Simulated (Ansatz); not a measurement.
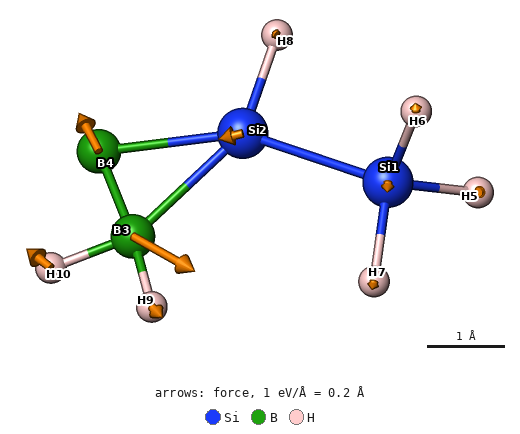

Starting geometry of B₂Si₂H₆ with the computed forces as orange arrows. Style: ball-and-stick. Shown from a free direction.

The run prepares an end point of a later path (hydrogen shift) calculation, from a guessed geometry.

The calculation used Ansatz 0.2.0, RKS PBE0-D4/cc-pVDZ.

The input:
```yaml
crystal:
  periodic: [false, false, false]
  atoms:
    - { symbol: Si, position_ang: [-1.68224, 0.32489, -0.61225] }
    - { symbol: Si, position_ang: [0.36039, -0.6022, -0.00813] }
    - { symbol: B, position_ang: [1.52428, 0.78028, 0.83974] }
    - { symbol: B, position_ang: [2.2095, -0.53447, 0.76977] }
    - { symbol: H, position_ang: [-1.98105, 0.19801, -2.04656] }
    - { symbol: H, position_ang: [-2.82413, -0.26601, 0.10198] }
    - { symbol: H, position_ang: [-1.72142, 1.7613, -0.31757] }
    - { symbol: H, position_ang: [0.17147, -2.01638, -0.44965] }
    - { symbol: H, position_ang: [1.08464, 1.85506, 0.94002] }
    - { symbol: H, position_ang: [2.51397, 1.13848, 1.35072] }
basis:
  gaussian: { orbitals: cc-pVDZ }
hamiltonian:
  xc: pbe0
  dispersion: d4
relax:
  f_tol: 0.02
  max_steps: 50
```

Command:
```bash
ansatz run input.yaml --threads 2 --pin off --max-ram 3072MiB --backend cpu --events-out ev --progress --plain --runs-dir out
```

**Is this structure relaxed? If not, where do the atoms go?**

It isn't relaxed: the largest force vector, on B3, is 5.64 eV/Å. The final displacements follow the starting forces only in part (cosine between the two patterns 0.30). Over 25 accepted moves (26 points after the start) the energy falls by 347.3 kJ/mol. Largest force component: 4.6 eV/Å at the start, 0.014 eV/Å at the end. The line search rejected the trial step at point 8 of the run. H10 moves most after the best rigid fit: 2.10 Å. Largest moves by element: H 2.10 Å, B 0.66 Å, Si 0.34 Å. Near-neighbour distances that change, for instance: B3–H10 1.170 → 2.687 Å, B4–H10 1.797 → 1.189 Å, Si2–B4 2.007 → 2.090 Å, Si1–H5 1.471 → 1.500 Å. New bonds form: B4–H10 (1.80 → 1.19 Å). Bonds break: B3–H10 (1.17 → 2.69 Å). Among the angles between lasting bonds that change: Si1–Si2–H8 100.9° → 110.4°, B3–Si2–H8 148.8° → 139.8°, B4–Si2–H8 105.3° → 96.9°.
